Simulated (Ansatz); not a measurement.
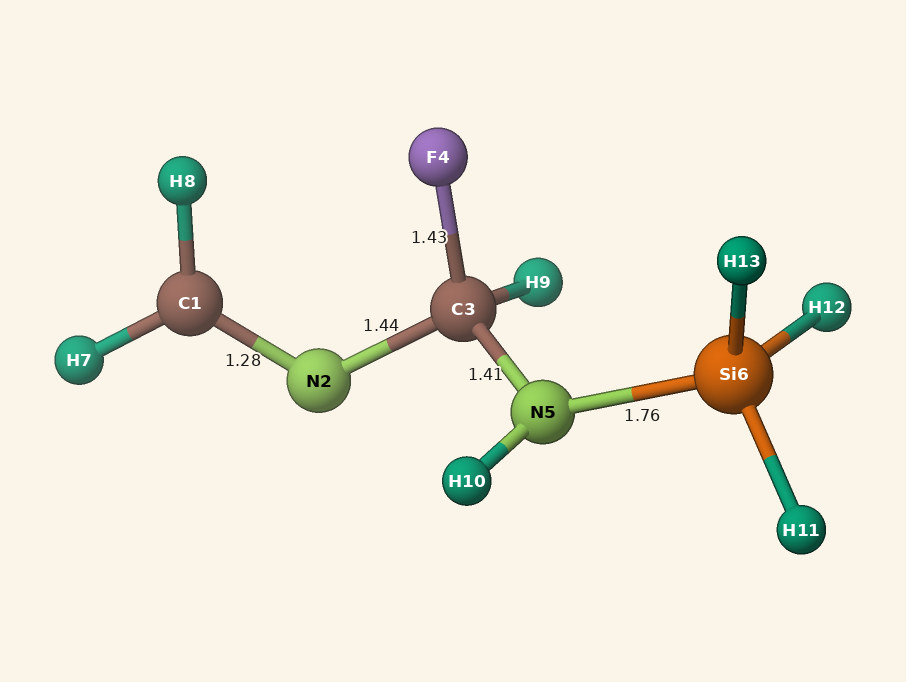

The numbers beside the sticks are distances in Å. Sticks don't show bond order. Computed geometry: PBE-D4/def2-SVP optimisation. No frequency run is at hand to confirm it as a minimum.

Assign a bond order to each marked bond.

C1–N2 double; N2–C3 single; C3–F4 single; C3–N5 single; N5–Si6 single.

Write the SMILES.

C=N[C@@H](F)N[SiH3]
